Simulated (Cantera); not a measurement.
Input: 1 mol SiC, 0.12 mol CO2, 58 mol H2, at 42.0 Pa.

Method: chemical equilibrium by Gibbs-energy minimisation in Cantera with the NASA 1993 tables (ideal gas, pure condensed phases). Candidate condensed phases: C, C6H6, C7H8, C8H18, H2O, Si, SiC, SiO2; 123 gas species. Equilibrium is a limit: real reactors are often held back by kinetics, nucleation or transport.

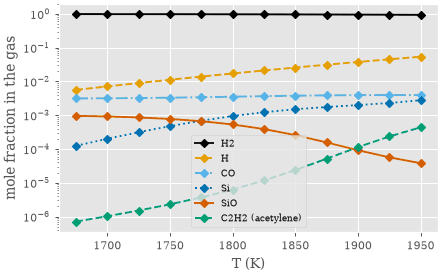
Equilibrium gas composition (values under 1e-9 drawn at 1e-9)

From 1675 K to 1950 K the condensed part is SiC(s). The main Si-bearing gas is SiO at 1675 K and Si at 1950 K. The share of Si in condensed phases is highest at 1675 K (93.6 %) and lowest at 1950 K (81.6 %).
